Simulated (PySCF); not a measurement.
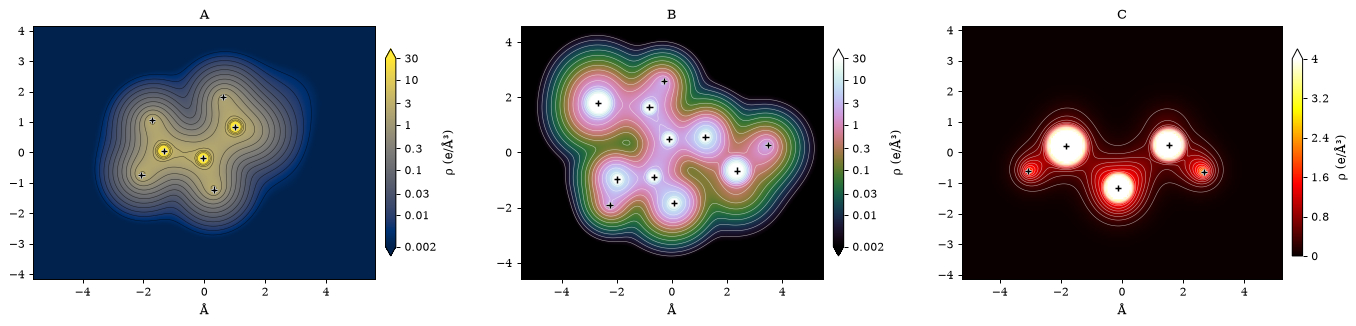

The total electron density of 3 systems, each on a plane through atoms (crosses mark nuclei in the plane).

Computed with PySCF, CAM-B3LYP/def2-SVPD, SCF density, gas phase.

System 1: CH$_{8}$GeSSi, the plane of atoms Si2, S3 and Ge4. Geometry: GFN2-xTB.

```xyz
12

C    -1.7052    0.5426    0.3052
Si   -0.8643   -1.0712   -0.2257
S     0.9599   -0.6379   -1.3154
Ge    2.1266    0.3796    0.2340
H    -1.1238    1.0601    1.0661
H    -2.6916    0.3494    0.7159
H    -1.8218    1.2195   -0.5381
H    -0.5074   -1.8902    0.9342
H    -1.6256   -1.8174   -1.2184
H     3.4945    0.6181   -0.3238
H     1.5246    1.7030    0.6237
H     2.2353   -0.4563    1.4810
```

System 2: C$_{3}$H$_{10}$GeSi (SMILES C=C[CH2][GeH2][SiH3]), the plane of atoms C2, C1 and H6. Geometry: GFN2-xTB.

```xyz
15

C     2.4496    0.7137   -0.1116
C     1.2064    0.9051    0.2933
C     0.5030    0.0666    1.2960
Ge   -0.8006   -1.1483    0.3849
Si   -2.1779   -0.0663   -1.1690
H     3.0606   -0.0750    0.2974
H     2.9088    1.3367   -0.8604
H     0.6153    1.7044   -0.1400
H     1.2146   -0.5288    1.8686
H    -0.0512    0.6991    1.9929
H    -1.5330   -1.8793    1.4957
H     0.0237   -2.2613   -0.2250
H    -1.3571    0.6860   -2.1189
H    -2.9926   -1.0204   -1.9195
H    -3.0740    0.8756   -0.4950
```

System 3: C$_{3}$H$_{5}$BrO$_{3}$Si (SMILES O=C(O)/C(=C\Br)O[SiH3]), the plane of atoms C2, C4 and O7. Geometry: GFN2-xTB.

```json
{"atom": "O", "x (Å)": "0.0133", "y (Å)": "-1.7031", "z (Å)": "-0.1655"}
{"atom": "C", "x (Å)": "0.8195", "y (Å)": "-0.8154", "z (Å)": "-0.0013"}
{"atom": "O", "x (Å)": "2.1215", "y (Å)": "-1.0313", "z (Å)": "0.1010"}
{"atom": "C", "x (Å)": "0.3837", "y (Å)": "0.5962", "z (Å)": "0.0956"}
{"atom": "C", "x (Å)": "1.1752", "y (Å)": "1.6665", "z (Å)": "0.2740"}
{"atom": "Br", "x (Å)": "3.0273", "y (Å)": "1.6554", "z (Å)": "0.4549"}
{"atom": "O", "x (Å)": "-0.9273", "y (Å)": "0.7806", "z (Å)": "-0.0114"}
{"atom": "Si", "x (Å)": "-2.1434", "y (Å)": "-0.3216", "z (Å)": "-0.2387"}
{"atom": "H", "x (Å)": "2.3251", "y (Å)": "-1.9786", "z (Å)": "0.0281"}
{"atom": "H", "x (Å)": "0.7374", "y (Å)": "2.6511", "z (Å)": "0.3255"}
{"atom": "H", "x (Å)": "-2.0512", "y (Å)": "-0.9759", "z (Å)": "-1.5361"}
{"atom": "H", "x (Å)": "-2.2905", "y (Å)": "-1.2171", "z (Å)": "0.8998"}
{"atom": "H", "x (Å)": "-3.1949", "y (Å)": "0.6938", "z (Å)": "-0.2436"}
```

Q: Match each panel to its system.

A: Panel A is system 2, C$_{3}$H$_{10}$GeSi: the plane holds C and H. C–C (1.32 Å): ρ is about 2.3 e/Å³ halfway. Panel B is system 3, C$_{3}$H$_{5}$BrO$_{3}$Si: the plane holds O, C, Br, Si and H. C–O (1.21 Å): ρ is about 3.3 e/Å³ halfway. Panel C is system 1, CH$_{8}$GeSSi: the plane holds Si, S, Ge and H. Si–S (2.17 Å): ρ at the midpoint is about 0.78 e/Å³.
